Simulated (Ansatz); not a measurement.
ClH₃Si···PH₃

The calculation's input:

```
crystal:
  periodic: [false, false, false]
  atoms:
    - { symbol: Si, position_ang: [0.0, 0.0, 0.0] }
    - { symbol: H, position_ang: [0.0, 0.0, 1.81] }
    - { symbol: H, position_ang: [1.3768, 0.0, -0.4862] }
    - { symbol: Cl, position_ang: [-1.0032, 1.7381, -0.7093] }
    - { symbol: H, position_ang: [-0.6877, -1.1914, -0.4862] }
    - { symbol: P, position_ang: [0.9297, 2.1621, 0.782] }
    - { symbol: H, position_ang: [2.0418, 1.9204, 1.6312] }
    - { symbol: H, position_ang: [1.3473, 2.9308, -0.3365] }
    - { symbol: H, position_ang: [0.3749, 0.8719, 1.8858] }
basis:
  gaussian: { orbitals: "6-31G*" }
hamiltonian:
  xc: b3lyp
  dispersion: d4
relax:
  f_tol: 0.15
  max_steps: 25
  restrain:
    - { distance: [0, 5], at: 3.38, k: 30.0 }
    - { distance: [8, 1], at: 1.86, k: 30.0 }
    - { distance: [0, 1], at: 1.46, k: 30.0 }
    - { distance: [8, 5], at: 1.42, k: 30.0 }
output:
  orbitals: {}
```

Run with:

```sh
ansatz run input.yaml --threads 1 --pin off --max-ram 2048MiB --backend cpu --events-out ev --progress --plain --runs-dir out
```

The fields are those of the run's last geometry, not of the input's.

Not at a stationary point (largest force 0.9 eV/Å).

All numbers below come from RKS B3LYP-D4/6-31G* in Ansatz 0.2.0.

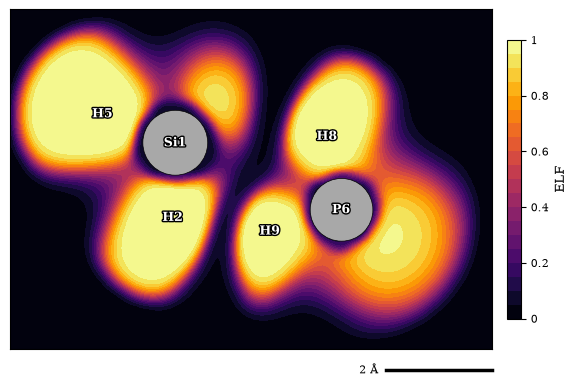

Figure 1. Electron localisation function on the plane of atoms H8, P6 and H9. Grey discs cover the atomic cores.

Interpret the plot.

Answer.
- Atoms in the plane: Si, H and P.
- Si1···H9 (2.47 Å): the ELF dips to about 0.10 between them.
- P–H (1.42 Å): the ELF climbs to about 1 towards the hydrogen, as it does in any bond to H.
- Si–H (1.47 Å): the ELF climbs to about 1 towards the hydrogen.
- The ELF also peaks beside P6, away from the bonds: lone-pair regions.

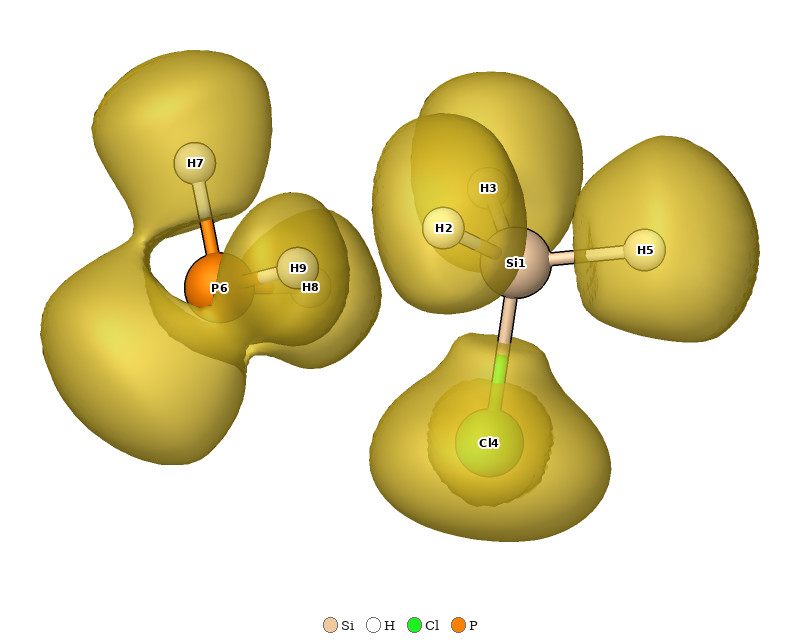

Figure 2. Isosurface of the electron localisation function at 0.75 (yellow), seen at a tilt. Only the valence region is drawn (cores and ρ < 0.01 e/Å³ removed).

Identify the bonds, lone pairs and shells in this picture.

Answer. At this value the surface marks out three regions around hydrogen nuclei, one region on Cl in which the atom's valence shell and bonds are merged and one joined region spread over several atoms (H, P), in which their bonds and any lone pairs are merged. Profiles from the grid: Si–Cl (2.07 Å): the ELF peaks at about 0.90 between the atoms, as expected for a polar covalent bond.

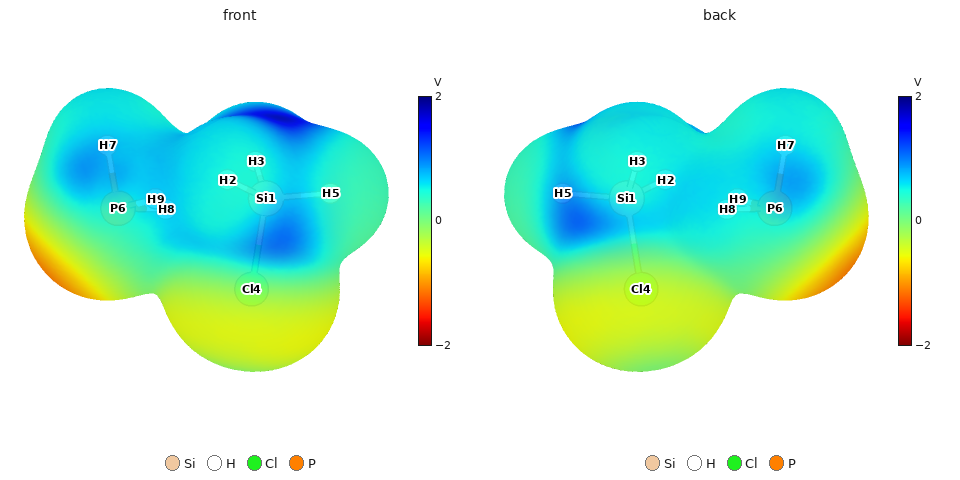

Figure 3. The electrostatic potential painted on the density surface at 0.002 e/bohr³, seen from the front and from behind; the colour scale runs from red (negative) to blue (positive).

Describe the electrostatic potential map.

Answer. The most negative region (about −1.1 V, or −25 kcal/mol for a unit charge) lies over P6, the most positive (about +1.6 V, or +37 kcal/mol for a unit charge) over Si1.
